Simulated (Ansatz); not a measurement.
# CH₂O₂Si: one molecule under many settings

How do the results and run time of CH₂O₂Si respond when the settings are drawn wide?

The runs use Ansatz 0.2.0, Gaussian basis; the settings change from run to run.

## (1) The relaxed structure

An earlier PBE0-D4 in a triple-zeta def2 set relaxation fixed the geometry.

SMILES `O=C1O[SiH2]1`, 6 atoms, charge 0, spin multiplicity 1.

Atoms are counted from 1 here; the program's logs count them from 0.

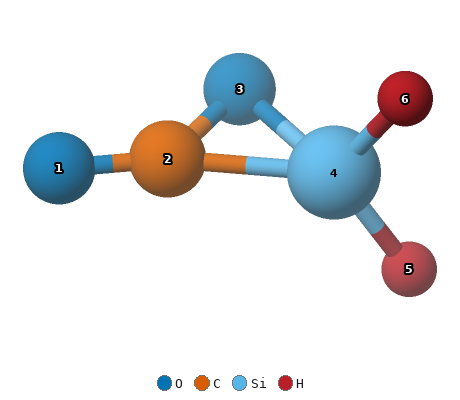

The structure; colours as in the key; atoms are numbered from 1 in the order of the file.

## (2) BHLYP/STO-3G

Options: multiplicity 3, atoms shaken by 0.03 Å, high accuracy, the search for lower states set to off.

Input file in.yaml:

```yaml
crystal:
  periodic: [false, false, false]
  atoms:
    - {symbol: O, position_ang: [1.234940, -1.664630, 0.915787]}
    - {symbol: C, position_ang: [0.621626, -0.878491, 0.420249]}
    - {symbol: O, position_ang: [-0.601371, -0.997515, -0.306055]}
    - {symbol: Si, position_ang: [-0.129207, 0.693079, -0.230491]}
    - {symbol: H, position_ang: [0.144162, 1.256121, -1.544579]}
    - {symbol: H, position_ang: [-1.072508, 1.479412, 0.592044]}
basis:
  gaussian: {orbitals: STO-3G}
magnetization: {spin_polarized: true, initial_magnetization: 2}
hamiltonian: {xc: {name: BHLYP}}
accuracy: high
scf: {lower_state_search: off}
```

Started as:

```console
$ ansatz run in.yaml --threads 2 --pin off --events-out ev --progress --plain --max-ram 4352MiB
```

The log of the run:

```text
Functional definition: BHLYP
  name "BHLYP"
  cite "Becke, J. Chem. Phys. 98, 1372 (1993) doi:10.1063/1.464304"
  cite "Becke, Phys. Rev. A 38, 3098 (1988) doi:10.1103/PhysRevA.38.3098"
  cite "Lee, Yang & Parr, Phys. Rev. B 37, 785 (1988) doi:10.1103/PhysRevB.37.785"
  parameter a = 0.5
  exchange = (1 - a)*b88_x + a*exact_x
  correlation = lyp_c
these checks for a lower state are left out or cut short: stability, starts, cluster_reference, orbital_swaps, neighbouring_geometries, increment
511 factors; integrals over basis functions are off by at most 2.0e-8 eV
mean field evaluation 1: about -12866.8279 eV, gradient 2.2e1 eV
mean field evaluation 2: about -12866.1282 eV, gradient 2.7e1 eV
mean field evaluation 4: about -12870.6487 eV, gradient 2.3e0 eV
mean field evaluation 8: about -12870.7523 eV, gradient 2.0e-1 eV
mean field evaluation 16: about -12870.9535 eV, gradient 1.1e0 eV
mean field -12871.00720333 eV, -473.0007904404 hartree, gradient 7.1e-8 eV, S^2 2.012088; 0 other end points of the search recorded, 0 dependent functions left out
reference -12871.00722063 eV, -473.0007910761 hartree; 20, 18 occupied and 6, 8 virtual orbitals, 511 factors
Total energy: -12871.00722063 eV, -473.0007910761 hartree
Checks for a lower state left out: stability, starts, cluster_reference, orbital_swaps, neighbouring_geometries, increment
```

Run time: 1.6 s. Hardware: 2 threads of Arm Neoverse V1, shared host.

⟨S²⟩ 2.012.

## (3) RPBE/x2c-TZVPPall

This run has multiplicity 3, restricted open-shell orbitals, coordinates scaled by 1.12.

Input file in.yaml:

```yaml
crystal:
  periodic: [false, false, false]
  atoms:
    - {symbol: O, position_ang: [1.413855, -1.866569, 1.026651]}
    - {symbol: C, position_ang: [0.627012, -0.965630, 0.464263]}
    - {symbol: O, position_ang: [-0.705305, -1.117922, -0.279598]}
    - {symbol: Si, position_ang: [-0.225755, 0.747269, -0.236659]}
    - {symbol: H, position_ang: [0.149898, 1.417789, -1.703096]}
    - {symbol: H, position_ang: [-1.212553, 1.713273, 0.676695]}
basis:
  gaussian: {orbitals: x2c-TZVPPall}
magnetization: {spin_polarized: false, initial_magnetization: 2}
hamiltonian: {xc: {name: RPBE}}
output: {forces: true}
```

The command is unchanged.

The log of the run, cut to the lines that bear on the results:

```text
Functional definition: RPBE
  name "RPBE"
  cite "Hammer, Hansen & Nørskov, Phys. Rev. B 59, 7413 (1999) doi:10.1103/PhysRevB.59.7413"
  cite "Perdew, Burke & Ernzerhof, Phys. Rev. Lett. 77, 3865 (1996) doi:10.1103/PhysRevLett.77.3865"
[...]
902 factors; their error is unknown
[...]
mean field -13057.63411841 eV, -479.8592030694 hartree, gradient 1.6e-6 eV, S^2 2.000000; 13 other end points of the search recorded, 0 dependent functions left out
[...]
reference -13057.63415582 eV, -479.8592044442 hartree; 20, 18 occupied and 143, 145 virtual orbitals, 902 factors
Total energy: -13057.63415582 eV, -479.8592044442 hartree
Relativity: scalar
Atom 0 at     1.413855    -1.866569     1.026651 Å, force    -4.354099     4.550874    -1.859372 eV/Å
Atom 1 at     0.627012    -0.965630     0.464263 Å, force     2.651991    -6.186693    -0.431033 eV/Å
Atom 2 at    -0.705305    -1.117922    -0.279598 Å, force     2.697294     2.492507     2.041147 eV/Å
Atom 3 at    -0.225755     0.747269    -0.236659 Å, force    -1.039925     1.782140    -0.146530 eV/Å
Atom 4 at     0.149898     1.417789    -1.703096 Å, force    -0.461572    -1.179936     1.590780 eV/Å
Atom 5 at    -1.212553     1.713273     0.676695 Å, force     0.506311    -1.458892    -1.194992 eV/Å
Dipole moment:    -0.078352     0.293331    -0.123725 e Å
```

Run time: 14 s. Hardware: 2 threads of Arm Neoverse V1, shared host.

Largest force 6.745 eV/Å, dipole 1.57 D.

## (4) HSE06/pcseg-2

This run has D4 dispersion.

Input file in.yaml:

```yaml
crystal:
  periodic: [false, false, false]
  atoms:
    - {symbol: O, position_ang: [1.262371, -1.666579, 0.916653]}
    - {symbol: C, position_ang: [0.559832, -0.862170, 0.414520]}
    - {symbol: O, position_ang: [-0.629737, -0.998145, -0.249641]}
    - {symbol: Si, position_ang: [-0.201567, 0.667204, -0.211303]}
    - {symbol: H, position_ang: [0.133837, 1.265883, -1.520621]}
    - {symbol: H, position_ang: [-1.082637, 1.529708, 0.604192]}
basis:
  gaussian: {orbitals: pcseg-2}
hamiltonian: {xc: {name: HSE06}, dispersion: d4}
output: {forces: true}
```

Launched as before.

The log of the run, cut to the lines that bear on the results:

```text
Functional definition: HSE06
  name "HSE06"
  cite "Heyd, Scuseria & Ernzerhof, J. Chem. Phys. 118, 8207 (2003) doi:10.1063/1.1564060"
  cite "Krukau, Vydrov, Izmaylov & Scuseria, J. Chem. Phys. 125, 224106 (2006) doi:10.1063/1.2404663"
  cite "Heyd & Scuseria, J. Chem. Phys. 120, 7274 (2004) doi:10.1063/1.1668634"
  cite "Ernzerhof & Perdew, J. Chem. Phys. 109, 3313 (1998) doi:10.1063/1.476928"
  cite "Perdew, Burke & Ernzerhof, Phys. Rev. Lett. 77, 3865 (1996) doi:10.1103/PhysRevLett.77.3865"
  parent pbe
[...]
  # The whole range is PBE's own exchange, as in plane waves. The composition of these papers is wPBEh.
[...]
867 factors; their error is unknown
64 factors; integrals over basis functions are off by at most 6.2e-7 eV
[...]
mean field -13033.64136199 eV, -478.9774855339 hartree, gradient 1.5e-5 eV, S^2 0.000000; 0 other end points of the search recorded, 0 dependent functions left out
[...]
reference -13033.64140274 eV, -478.9774870314 hartree; 19, 19 occupied and 133, 133 virtual orbitals, 867 factors
Total energy: -13033.72151768 eV, -478.9804312010 hartree
Atom 0 at     1.262371    -1.666579     0.916653 Å, force     0.020283     0.000743     0.011451 eV/Å
Atom 1 at     0.559832    -0.862170     0.414520 Å, force    -0.058066    -0.019948    -0.030659 eV/Å
Atom 2 at    -0.629737    -0.998145    -0.249641 Å, force     0.041902     0.021233     0.021318 eV/Å
Atom 3 at    -0.201567     0.667204    -0.211303 Å, force    -0.013711     0.004932    -0.008428 eV/Å
Atom 4 at     0.133837     1.265883    -1.520621 Å, force     0.000199    -0.002492     0.011183 eV/Å
Atom 5 at    -1.082637     1.529708     0.604192 Å, force     0.009393    -0.004467    -0.004867 eV/Å
Dipole moment:    -0.239271     0.790874    -0.235207 e Å
```

Wall time 2.5 s (2 threads of Arm Neoverse V1, shared host).

Largest force 0.069 eV/Å, dipole 4.13 D.

## (5) r2SCAN/cc-pVTZ-DK

This run has atoms shaken by 0.15 Å, a point charge of 1.00 e beside it.

Input file in.yaml:

```yaml
crystal:
  periodic: [false, false, false]
  atoms:
    - {symbol: O, position_ang: [1.212619, -1.500559, 1.045448]}
    - {symbol: C, position_ang: [0.388666, -0.960930, 0.498387]}
    - {symbol: O, position_ang: [-0.516589, -1.050490, 0.000564]}
    - {symbol: Si, position_ang: [-0.317207, 0.454572, -0.242534]}
    - {symbol: H, position_ang: [0.180104, 1.146756, -1.572156]}
    - {symbol: H, position_ang: [-0.883604, 1.442998, 0.605260]}
basis:
  gaussian: {orbitals: cc-pVTZ-DK, point_charges: [{charge: 1.00, position_ang: [4.108, 0.298, -0.075]}]}
hamiltonian: {xc: {name: r2SCAN}}
output: {forces: true}
```

Launched as before.

The log of the run, cut to the lines that bear on the results:

```text
Functional definition: r2SCAN
  name "r2SCAN"
  cite "Furness, Kaplan, Ning, Perdew & Sun, J. Phys. Chem. Lett. 11, 8208 (2020) doi:10.1021/acs.jpclett.0c02405"
  cite "Furness, Kaplan, Ning, Perdew & Sun, J. Phys. Chem. Lett. 11, 9248 (2020) doi:10.1021/acs.jpclett.0c03077"
  parent r2scan
[...]
888 factors; their error is unknown
[...]
mean field -13054.11822635 eV, -479.7299964192 hartree, gradient 1.9e-5 eV, S^2 0.000000; 0 other end points of the search recorded, 0 dependent functions left out
[...]
reference -13054.11823544 eV, -479.7299967532 hartree; 19, 19 occupied and 133, 133 virtual orbitals, 888 factors
Total energy: -13054.11823544 eV, -479.7299967532 hartree
Relativity: scalar
Atom 0 at     1.212619    -1.500559     1.045448 Å, force     6.091199    -5.357820     4.332252 eV/Å
Atom 1 at     0.388666    -0.960930     0.498387 Å, force    24.592211     7.297518    12.011430 eV/Å
Atom 2 at    -0.516589    -1.050490     0.000564 Å, force   -30.817797   -11.786488   -14.589902 eV/Å
Atom 3 at    -0.317207     0.454572    -0.242534 Å, force     2.516739    10.933821    -3.273147 eV/Å
Atom 4 at     0.180104     1.146756    -1.572156 Å, force    -0.907783    -1.275529     0.791337 eV/Å
Atom 5 at    -0.883604     1.442998     0.605260 Å, force    -1.246581     0.333748     0.589763 eV/Å
Dipole moment:    -0.788344     0.275411    -0.338066 e Å
```

It took 3.7 s on 2 threads of Arm Neoverse V1, shared host.

Largest force 36.077 eV/Å, dipole 4.33 D.

## (6) SVWN5/6-31G

Input file in.yaml:

```yaml
crystal:
  periodic: [false, false, false]
  atoms:
    - {symbol: O, position_ang: [1.262371, -1.666579, 0.916653]}
    - {symbol: C, position_ang: [0.559832, -0.862170, 0.414520]}
    - {symbol: O, position_ang: [-0.629737, -0.998145, -0.249641]}
    - {symbol: Si, position_ang: [-0.201567, 0.667204, -0.211303]}
    - {symbol: H, position_ang: [0.133837, 1.265883, -1.520621]}
    - {symbol: H, position_ang: [-1.082637, 1.529708, 0.604192]}
basis:
  gaussian: {orbitals: 6-31G}
hamiltonian: {xc: {name: SVWN5}}
```

Same command.

The log of the run:

```text
Functional definition: SVWN5
  name "SVWN5"
  cite "Dirac, Proc. Camb. Phil. Soc. 26, 376 (1930) doi:10.1017/S0305004100016108"
  cite "Slater, Phys. Rev. 81, 385 (1951) doi:10.1103/PhysRev.81.385"
  cite "Vosko, Wilk & Nusair, Can. J. Phys. 58, 1200 (1980) doi:10.1139/p80-159"
  exchange = slater_x
  correlation = vwn5_c
481 factors; integrals over basis functions are off by at most 1.7e-4 eV
mean field evaluation 1: about -12960.3140 eV, gradient 5.6e1 eV
mean field evaluation 2: about -12903.6731 eV, gradient 1.6e2 eV
mean field evaluation 4: about -12965.8616 eV, gradient 1.9e1 eV
mean field evaluation 8: about -12966.5455 eV, gradient 3.1e-1 eV
mean field evaluation 16: about -12966.5352 eV, gradient 8.1e-5 eV
mean field -12966.53521130 eV, -476.5113799821 hartree, gradient 8.1e-5 eV, S^2 0.000000; 0 other end points of the search recorded, 0 dependent functions left out
reference -12966.53523758 eV, -476.5113809480 hartree; 19, 19 occupied and 25, 25 virtual orbitals, 481 factors
Total energy: -12966.53523758 eV, -476.5113809480 hartree
```

It took 0.4 s on 2 threads of Arm Neoverse V1, shared host.

## (7) B3LYP5/cc-pVTZ

This run has a point charge of 2.00 e beside it, high accuracy.

in.yaml: that of step 6 with these lines changed.

```diff
@@ -10,3 +10,5 @@
 basis:
-  gaussian: {orbitals: 6-31G}
-hamiltonian: {xc: {name: SVWN5}}
+  gaussian: {orbitals: cc-pVTZ, point_charges: [{charge: 2.00, position_ang: [5.484, -0.091, -0.875]}]}
+hamiltonian: {xc: {name: B3LYP5}}
+accuracy: high
+output: {forces: true}
```

Launched as before.

The log of the run, cut to the lines that bear on the results:

```text
Functional definition: B3LYP5
  name "B3LYP5"
  cite "Stephens, Devlin, Chabalowski & Frisch, J. Phys. Chem. 98, 11623 (1994) doi:10.1021/j100096a001"
  cite "Becke, Phys. Rev. A 38, 3098 (1988) doi:10.1103/PhysRevA.38.3098"
  cite "Lee, Yang & Parr, Phys. Rev. B 37, 785 (1988) doi:10.1103/PhysRevB.37.785"
  cite "Vosko, Wilk & Nusair, Can. J. Phys. 58, 1200 (1980) doi:10.1139/p80-159"
[...]
2609 factors; integrals over basis functions are off by at most 3.4e-9 eV
[...]
mean field -13039.60274474 eV, -479.1965623090 hartree, gradient 2.4e-8 eV, S^2 0.000000; 0 other end points of the search recorded, 0 dependent functions left out
[...]
reference -13039.60278084 eV, -479.1965636356 hartree; 19, 19 occupied and 133, 133 virtual orbitals, 2609 factors
Total energy: -13039.60278084 eV, -479.1965636356 hartree
Atom 0 at     1.262371    -1.666579     0.916653 Å, force     0.930417    -0.551281     0.279128 eV/Å
Atom 1 at     0.559832    -0.862170     0.414520 Å, force    -0.634771     0.182584    -0.449520 eV/Å
Atom 2 at    -0.629737    -0.998145    -0.249641 Å, force     0.323221    -0.223629     0.175023 eV/Å
Atom 3 at    -0.201567     0.667204    -0.211303 Å, force    -0.776416     0.816347    -0.059539 eV/Å
Atom 4 at     0.133837     1.265883    -1.520621 Å, force     0.132119    -0.029096    -0.024152 eV/Å
Atom 5 at    -1.082637     1.529708     0.604192 Å, force     0.143258    -0.037070    -0.034881 eV/Å
Dipole moment:    -0.546257     0.799613    -0.196682 e Å
```

Run time: 11 s. Hardware: 2 threads of Arm Neoverse V1, shared host; peak memory 0.59 GiB.

Largest force 1.128 eV/Å, dipole 4.75 D.

## (8) PBE/def2-mTZVP

Set apart from the defaults: D4 dispersion, the search for lower states set to off.

in.yaml: that of step 7 with these lines changed.

```diff
@@ -10,5 +10,5 @@
 basis:
-  gaussian: {orbitals: cc-pVTZ, point_charges: [{charge: 2.00, position_ang: [5.484, -0.091, -0.875]}]}
-hamiltonian: {xc: {name: B3LYP5}}
-accuracy: high
+  gaussian: {orbitals: def2-mTZVP}
+hamiltonian: {xc: {name: PBE}, dispersion: d4}
+scf: {lower_state_search: off}
 output: {forces: true}
```

Same command.

The log of the run, cut to the lines that bear on the results:

```text
Functional definition: PBE
  name "PBE"
  cite "Perdew, Burke & Ernzerhof, Phys. Rev. Lett. 77, 3865 (1996) doi:10.1103/PhysRevLett.77.3865"
  parent pbe
[...]
790 factors; their error is unknown
[...]
mean field -13033.00898205 eV, -478.9542459997 hartree, gradient 3.5e-6 eV, S^2 0.000000; 0 other end points of the search recorded, 0 dependent functions left out
[...]
reference -13033.00901626 eV, -478.9542472567 hartree; 19, 19 occupied and 76, 76 virtual orbitals, 790 factors
Total energy: -13033.11313262 eV, -478.9580734622 hartree
Atom 0 at     1.262371    -1.666579     0.916653 Å, force     1.040678    -1.064327     0.727943 eV/Å
Atom 1 at     0.559832    -0.862170     0.414520 Å, force    -0.271878     0.665630    -0.238246 eV/Å
Atom 2 at    -0.629737    -0.998145    -0.249641 Å, force    -0.820679    -0.809330    -0.369386 eV/Å
Atom 3 at    -0.201567     0.667204    -0.211303 Å, force     0.215194     0.985423     0.000866 eV/Å
Atom 4 at     0.133837     1.265883    -1.520621 Å, force     0.014445     0.090452    -0.228454 eV/Å
Atom 5 at    -1.082637     1.529708     0.604192 Å, force    -0.177759     0.132152     0.107277 eV/Å
Dipole moment:    -0.232893     0.688717    -0.218868 e Å
Checks for a lower state left out: stability, starts, cluster_reference, orbital_swaps, neighbouring_geometries, increment
```

Run time: 0.8 s. Hardware: 2 threads of Arm Neoverse V1, shared host.

Largest force 1.657 eV/Å, dipole 3.65 D.

## (9) CAM-B3LYP/def2-SVP

Set apart from the defaults: coordinates scaled by 1.05, the search for lower states set to full.

Input file in.yaml:

```yaml
crystal:
  periodic: [false, false, false]
  atoms:
    - {symbol: O, position_ang: [1.325489, -1.749908, 0.962486]}
    - {symbol: C, position_ang: [0.587823, -0.905278, 0.435247]}
    - {symbol: O, position_ang: [-0.661223, -1.048052, -0.262123]}
    - {symbol: Si, position_ang: [-0.211645, 0.700564, -0.221868]}
    - {symbol: H, position_ang: [0.140529, 1.329178, -1.596652]}
    - {symbol: H, position_ang: [-1.136768, 1.606193, 0.634401]}
basis:
  gaussian: {orbitals: def2-SVP}
hamiltonian: {xc: {name: CAM-B3LYP}}
scf: {lower_state_search: full}
output: {forces: true}
```

Same command.

The log of the run, cut to the lines that bear on the results:

```text
Functional definition: CAM-B3LYP
  name "CAM-B3LYP"
  cite "Yanai, Tew & Handy, Chem. Phys. Lett. 393, 51 (2004) doi:10.1016/j.cplett.2004.06.011"
  cite "Iikura, Tsuneda, Yanai & Hirao, J. Chem. Phys. 115, 3540 (2001) doi:10.1063/1.1383587"
  cite "Becke, Phys. Rev. A 38, 3098 (1988) doi:10.1103/PhysRevA.38.3098"
  cite "Lee, Yang & Parr, Phys. Rev. B 37, 785 (1988) doi:10.1103/PhysRevB.37.785"
  cite "Vosko, Wilk & Nusair, Can. J. Phys. 58, 1200 (1980) doi:10.1139/p80-159"
[...]
  # Exact exchange under (alpha + beta erf(omega r))/r, Becke's under what is left of 1/r.
[...]
674 factors; integrals over basis functions are off by at most 8.2e-4 eV
217 factors; integrals over basis functions are off by at most 9.9e-6 eV
[...]
mean field -13031.60353737 eV, -478.9025968601 hartree, gradient 4.9e-5 eV, S^2 0.000000; 0 other end points of the search recorded, 0 dependent functions left out
[...]
reference -13031.60362962 eV, -478.9026002504 hartree; 19, 19 occupied and 51, 51 virtual orbitals, 674 factors
Total energy: -13031.60362962 eV, -478.9026002504 hartree
Atom 0 at     1.325489    -1.749908     0.962486 Å, force    -3.118018     3.500722    -2.220003 eV/Å
Atom 1 at     0.587823    -0.905278     0.435247 Å, force     0.447540    -2.435822     0.558899 eV/Å
Atom 2 at    -0.661223    -1.048052    -0.262123 Å, force     2.362766     1.335448     1.186866 eV/Å
Atom 3 at    -0.211645     0.700564    -0.221868 Å, force    -0.202827    -1.183134     0.030834 eV/Å
Atom 4 at     0.140529     1.329178    -1.596652 Å, force    -0.239000    -0.501426     1.085047 eV/Å
Atom 5 at    -1.136768     1.606193     0.634401 Å, force     0.749538    -0.715788    -0.641643 eV/Å
Dipole moment:    -0.215380     0.865035    -0.230738 e Å
```

It took 1.2 s on 2 threads of Arm Neoverse V1, shared host.

Largest force 5.187 eV/Å, dipole 4.42 D.

## (10) r2SCAN50/cc-pVTZ

Options: multiplicity 3, atoms shaken by 0.03 Å.

Input file in.yaml:

```yaml
crystal:
  periodic: [false, false, false]
  atoms:
    - {symbol: O, position_ang: [1.254094, -1.719596, 0.916871]}
    - {symbol: C, position_ang: [0.549982, -0.844114, 0.411894]}
    - {symbol: O, position_ang: [-0.622130, -0.971038, -0.232282]}
    - {symbol: Si, position_ang: [-0.178048, 0.694486, -0.236775]}
    - {symbol: H, position_ang: [0.095602, 1.283905, -1.578924]}
    - {symbol: H, position_ang: [-1.109838, 1.535641, 0.589406]}
basis:
  gaussian: {orbitals: cc-pVTZ}
magnetization: {spin_polarized: true, initial_magnetization: 2}
hamiltonian: {xc: {name: r2SCAN50}}
output: {forces: true}
```

Launched as before.

The log of the run, cut to the lines that bear on the results:

```text
Functional definition: r2SCAN50
  name "r2SCAN50"
  cite "Bursch, Neugebauer, Ehlert & Grimme, J. Chem. Phys. 156, 134105 (2022) doi:10.1063/5.0086040"
  cite "Furness, Kaplan, Ning, Perdew & Sun, J. Phys. Chem. Lett. 11, 8208 (2020) doi:10.1021/acs.jpclett.0c02405"
  cite "Furness, Kaplan, Ning, Perdew & Sun, J. Phys. Chem. Lett. 11, 9248 (2020) doi:10.1021/acs.jpclett.0c03077"
  parent r2scan
[...]
1011 factors; their error is unknown
[...]
mean field -13033.56676495 eV, -478.9747441429 hartree, gradient 2.3e-6 eV, S^2 2.026754; 4 other end points of the search recorded, 0 dependent functions left out
[...]
reference -13033.56677094 eV, -478.9747443634 hartree; 20, 18 occupied and 132, 134 virtual orbitals, 1011 factors
Total energy: -13033.56677094 eV, -478.9747443634 hartree
Atom 0 at     1.254094    -1.719596     0.916871 Å, force     1.205798    -0.768931     0.418034 eV/Å
Atom 1 at     0.549982    -0.844114     0.411894 Å, force     0.255578     2.196234     0.616948 eV/Å
Atom 2 at    -0.622130    -0.971038    -0.232282 Å, force    -1.866406     0.679339    -1.483571 eV/Å
Atom 3 at    -0.178048     0.694486    -0.236775 Å, force    -0.279014    -1.721882     0.279236 eV/Å
Atom 4 at     0.095602     1.283905    -1.578924 Å, force     0.037438    -0.152773     0.401151 eV/Å
Atom 5 at    -1.109838     1.535641     0.589406 Å, force     0.646606    -0.231987    -0.231798 eV/Å
Dipole moment:    -0.168911     0.759016    -0.208700 e Å
```

Wall time 26 s (2 threads of Arm Neoverse V1, shared host); peak memory 0.55 GiB.

Largest force 2.479 eV/Å, dipole 3.87 D, ⟨S²⟩ 2.027.

## (11) All runs side by side

| level | charge | multiplicity | geometry | functions | energy (eV) | time |
| --- | --- | --- | --- | --- | --- | --- |
| BHLYP/STO-3G | 0 | 3 | shaken | 26 | -12871.007 | 1.6 s |
| RPBE/x2c-TZVPPall | 0 | 3 | scaled | 163 | -13057.634 | 14 s |
| HSE06/pcseg-2 | 0 | 1 | relaxed | 152 | -13033.722 | 2.5 s |
| r2SCAN/cc-pVTZ-DK | 0 | 1 | shaken, point charge | 152 | -13054.118 | 3.7 s |
| SVWN5/6-31G | 0 | 1 | relaxed | 44 | -12966.535 | 0.4 s |
| B3LYP5/cc-pVTZ | 0 | 1 | relaxed, point charge | 152 | -13039.603 | 11 s |
| PBE/def2-mTZVP | 0 | 1 | relaxed | 95 | -13033.113 | 0.8 s |
| CAM-B3LYP/def2-SVP | 0 | 1 | scaled | 70 | -13031.604 | 1.2 s |
| r2SCAN50/cc-pVTZ | 0 | 3 | shaken | 152 | -13033.567 | 26 s |

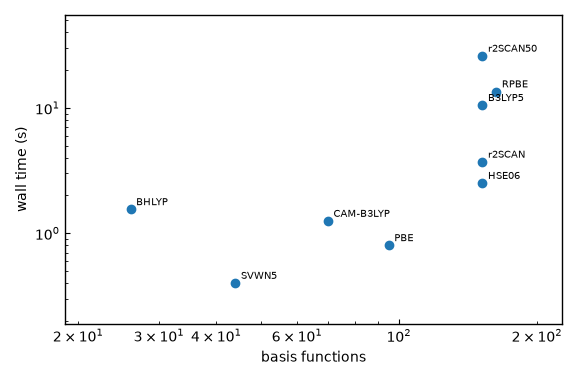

Wall time against the number of basis functions (shared host).

## (12) Results

```
                                         quantity                   value
                                             runs                       9
                                         quickest      SVWN5/6-31G, 0.4 s
                                          slowest  r2SCAN50/cc-pVTZ, 26 s
spread of total energies, same state and geometry                 67.2 eV
                  dipole, same state and geometry          3.65 to 4.13 D
```

**Reading.** Run time spans a factor of 65, from SVWN5/6-31G to r2SCAN50/cc-pVTZ. The jobs differ in tasks and options as well as level. Total energies at one charge and spin differ by 67 eV between levels, so only differences within one level mean anything. At the PBE0-D4/def2-TZVP geometry and in the same state, runs without warnings or point charges leave forces up to 1.66 eV/Å (PBE/def2-mTZVP), against 5.2 eV/Å where the atoms were moved.
